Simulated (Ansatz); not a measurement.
# ClH5OSSi2: the cost of one run

Computed with Ansatz 0.2.0, Gaussian basis. Level: functionals in def2-TZVPP, the program's frozen cores in correlated methods.

Levels to be run: PBE-D4, r2SCAN-D4, PBE0-D4, B3LYP-D4, ωB97X-V, ωB97M-V, B2PLYP; CCSD(T)/def2-TZVPP; MP2/def2-QZVPP; extrapolation to the limit.

## 1. The relaxed structure

The geometry comes from an earlier relaxation with PBE0-D4 in a triple-zeta def2 set; it is a stationary point, not always the lowest conformer.

SMILES `[SiH3]O[SiH](S)Cl`, 10 atoms, charge 0, spin multiplicity 1.

Atoms are counted from 1 here; the program's logs count them from 0.

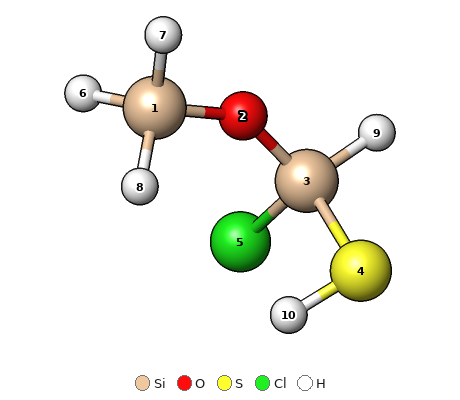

The structure; silicon light orange, oxygen red, sulfur yellow, chlorine green, hydrogen white; atoms are numbered from 1 in the order of the file.

## 2. PBE-D4 (GGA)

The input, in.yaml:

```yaml
crystal:
  periodic: [false, false, false]
  atoms:
    - {symbol: Si, position_ang: [-1.677262, 0.350599, -0.357840]}
    - {symbol: O, position_ang: [-0.236468, 0.723215, 0.342240]}
    - {symbol: Si, position_ang: [1.324167, 0.315000, 0.449326]}
    - {symbol: S, position_ang: [1.627721, -1.637344, 1.220026]}
    - {symbol: Cl, position_ang: [2.144807, 0.459274, -1.425708]}
    - {symbol: H, position_ang: [-1.829289, 1.121958, -1.615154]}
    - {symbol: H, position_ang: [-2.753312, 0.711801, 0.593945]}
    - {symbol: H, position_ang: [-1.731851, -1.103937, -0.657028]}
    - {symbol: H, position_ang: [2.003961, 1.252407, 1.358081]}
    - {symbol: H, position_ang: [1.210527, -2.244174, 0.095114]}
basis:
  gaussian: {orbitals: def2-TZVPP}
hamiltonian: {xc: pbe, dispersion: d4}
output: {forces: true, orbitals: {seedname: orbitals}}
```

Started as:

```bash
> ansatz run in.yaml --threads 4 --pin off --events-out ev --progress --plain --max-ram 10444MiB
```

**Question.** How long does this run take on 4 threads of Arm Neoverse V1, shared host, and how much memory does it need?

About 3.7 s, with a peak of 0.43 GiB.
